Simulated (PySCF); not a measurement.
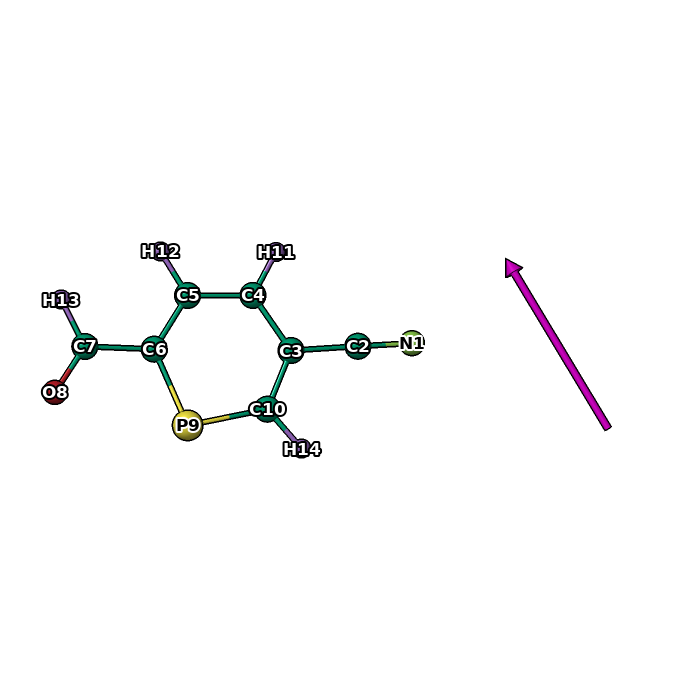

The arrow beside the molecule shows the direction of the dipole moment, from the negative to the positive end (its length means nothing). The computed structure is the end point of a GFN2-xTB optimisation. No frequency run is at hand to confirm it as a minimum. Level of theory: CAM-B3LYP/def2-SVPD, gas phase (PySCF 2.14.0).

How large is the dipole moment?

2.74 D; it points from the side of H14 to the side of H12, H13 (the outermost atoms at the two ends).

The geometry is semi-empirical. Around P such bond lengths and angles can be off by a tenth of an ångström or more and by several degrees, and values that hang on the shape move with them.
